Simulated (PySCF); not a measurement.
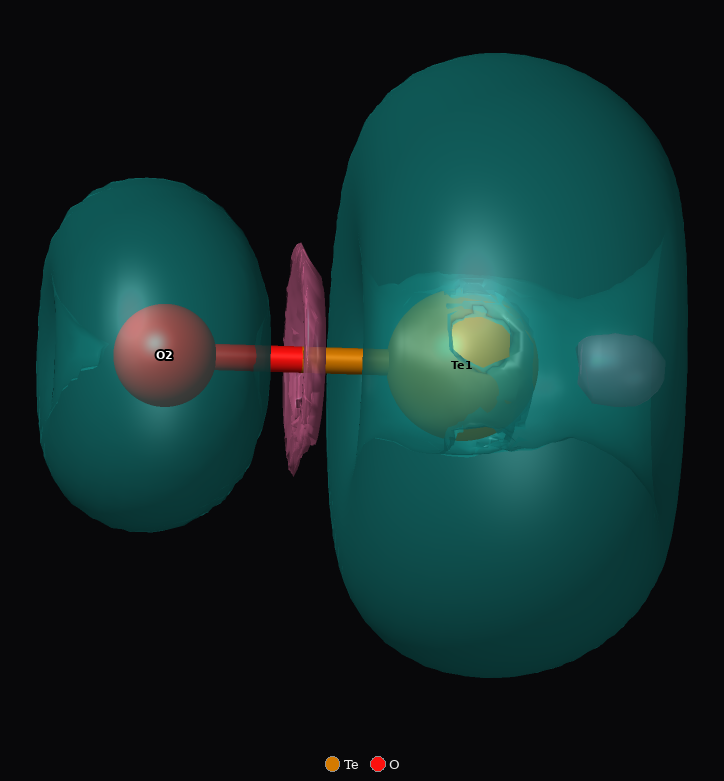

*TeO (triplet). Isosurfaces of the spin density (α minus β) at +0.02 (teal) and −0.02 e/Å³ (pink), seen from one side.*

Core potentials replace the inner electrons of Te.

Theory: PBE0/def2-TZVPP, non-relativistic Hamiltonian with scalar-relativistic core potentials where named, at a bond length of 1.816 Å in PySCF.

Where is the unpaired spin?

The unpaired spin (2 electrons) lies mostly on Te1 (about 1.3) and O2 (about 0.7), in electrons by Hirshfeld's partition.
